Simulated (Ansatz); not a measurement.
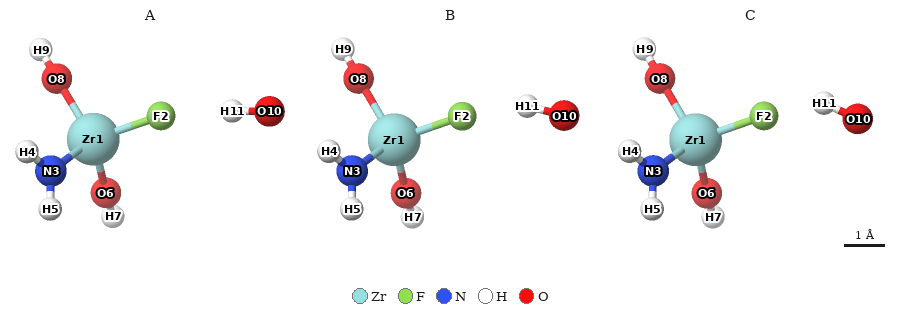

3 geometries from one relaxation of ZrNH5O3F (multiplicity 2), in shuffled order. A ball-and-stick model, seen from a free direction.

The run prepares an end point of a later path (reaction) calculation, from a guessed geometry.

All numbers below come from UHF/def2-SVP (Ansatz 0.2.0). Settings: collinear spin; force threshold 0.03 eV/Å; at most 50 steps.

Order the frames from highest to lowest energy.

Answer. C, B, A. They are steps 0, 1, 4, at +15.8 kJ/mol, +4.68 kJ/mol relative to the last. The largest move after the best rigid fit is that of O10, 0.37 Å. By element the largest moves are O 0.37 Å, H 0.29 Å, F 0.08 Å, Zr 0.06 Å, N 0.06 Å. Some distances before and after: Zr1–F2 1.971 → 1.956 Å, O10–H11 0.953 → 0.961 Å. Over 3 accepted moves (4 points after the start) the energy falls by 15.8 kJ/mol. The largest force component goes from 1.1 to 0.025 eV/Å. The line search rejected the trial step at point 3 of the run. Cost: 37 s on 4 threads of Arm Neoverse V2 (shared host), peak memory 0.39 GiB.

Limits of the set-up: Hartree-Fock leaves out electron correlation.
